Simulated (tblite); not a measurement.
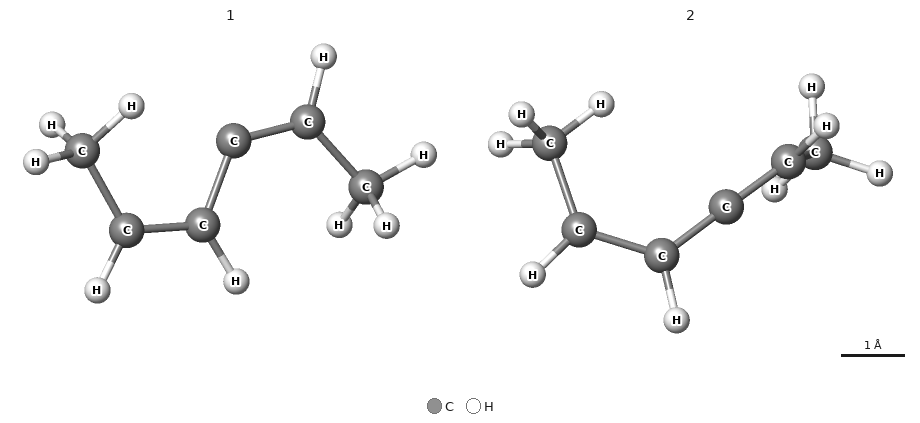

Two geometries of C6H9 (multiplicity 2), drawn at one scale. One is the start of a relaxation, the other its converged end. Style: ball-and-stick. Shown at a tilt.

Computed with GFN2-xTB geometry optimisation, gas phase in tblite 0.8.0. 

Q: Which geometry has the lower energy?

A: Structure 2 is the relaxed one. An H atom moves most after the best rigid fit: 1.91 Å. By element the largest moves are H 1.91 Å, C 1.25 Å. Near-neighbour distances that change, for instance: C–C 1.443 → 1.345 Å, C–C 1.338 → 1.291 Å, C–H 1.130 → 1.090 Å, C–C 1.345 → 1.381 Å. Bond angles that change, for instance: C–C–C 124.8° → 178.2°, C–C–C 115.6° → 125.7°, C–C–H 123.7° → 116.5°. Groups turn about C–C by about 60°, C–C by about 40°. After 151 geometry steps the energy has fallen by 98.7 kJ/mol. Cost: 2.3 s on 1 thread of AMD EPYC, with other jobs on the host.
